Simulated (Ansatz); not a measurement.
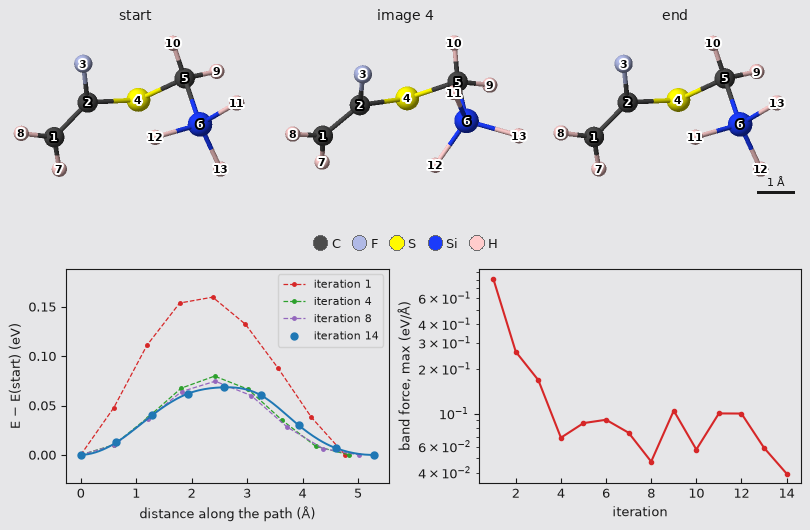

NEB run on C₃H₇FSSi. Images are numbered from 0 (start) to 8 (end). The plot follows the band through its iterations. Style: ball-and-stick. Shown at a tilt.

Level of theory: RKS PBE0-D4/cc-pVDZ (Ansatz).

The input:
```yaml
crystal:
  periodic: [false, false, false]
  atoms:
    - { symbol: C, position_ang: [0.768203, -2.361844, -0.613822] }
    - { symbol: C, position_ang: [0.775086, -1.343314, 0.242309] }
    - { symbol: F, position_ang: [1.899805, -0.644414, 0.476872] }
    - { symbol: S, position_ang: [-0.592035, -0.845388, 1.229558] }
    - { symbol: C, position_ang: [-0.43174, 0.971844, 1.123292] }
    - { symbol: Si, position_ang: [-0.760528, 1.646771, -0.6218] }
    - { symbol: H, position_ang: [-0.162609, -2.880171, -0.835277] }
    - { symbol: H, position_ang: [1.698405, -2.687236, -1.080797] }
    - { symbol: H, position_ang: [-1.186254, 1.358961, 1.825748] }
    - { symbol: H, position_ang: [0.556637, 1.267073, 1.505726] }
    - { symbol: H, position_ang: [-0.556336, 3.133835, -0.627968] }
    - { symbol: H, position_ang: [0.182939, 1.015779, -1.596222] }
    - { symbol: H, position_ang: [-2.171173, 1.333303, -1.01282] }
basis:
  gaussian: { orbitals: cc-pVDZ }
hamiltonian:
  xc: pbe0
  dispersion: d4
neb:
  order_check: false
  images: 7
  f_tol: 0.05
  max_iterations: 54
  initial_path: idpp
  final_atoms:
    - { symbol: C, position_ang: [1.02377023, -2.2639842, -0.62843158] }
    - { symbol: C, position_ang: [0.8673535, -1.28214464, 0.25584251] }
    - { symbol: F, position_ang: [1.90024957, -0.49468902, 0.60384384] }
    - { symbol: S, position_ang: [-0.61526701, -0.94614253, 1.13948459] }
    - { symbol: C, position_ang: [-0.60796363, 0.88079899, 1.11625691] }
    - { symbol: Si, position_ang: [-0.85000524, 1.60363429, -0.62389759] }
    - { symbol: H, position_ang: [0.16497961, -2.85345151, -0.94306602] }
    - { symbol: H, position_ang: [2.01467149, -2.48756903, -1.02492359] }
    - { symbol: H, position_ang: [-1.4490642, 1.17049829, 1.76527535] }
    - { symbol: H, position_ang: [0.3155221, 1.24158274, 1.59307157] }
    - { symbol: H, position_ang: [0.22281141, 1.10109043, -1.53732479] }
    - { symbol: H, position_ang: [-2.19162532, 1.19446159, -1.14714975] }
    - { symbol: H, position_ang: [-0.77503251, 3.10111362, -0.55418246] }
```

Launched with:
```bash
ansatz run input.yaml --threads 2 --pin off --max-ram 3072MiB --backend cpu --events-out ev --progress --plain --runs-dir out
```

> Judge this run.

The result is final at these settings. The band converged in 14 iterations. The largest component of the band force went from 0.81 to 0.039 eV/Å. The climbing image converged on the top of the path. Its vibrational analysis gives one imaginary mode (68i cm⁻¹), as a transition state must have. The first iteration put the highest image at 0.160 eV. The barrier is about 0.068 eV in both directions, with image 4 at the top; the ends have the same energy.

The run took 13 min on 2 threads of Arm Neoverse N1 (shared host), peak memory 0.35 GiB.
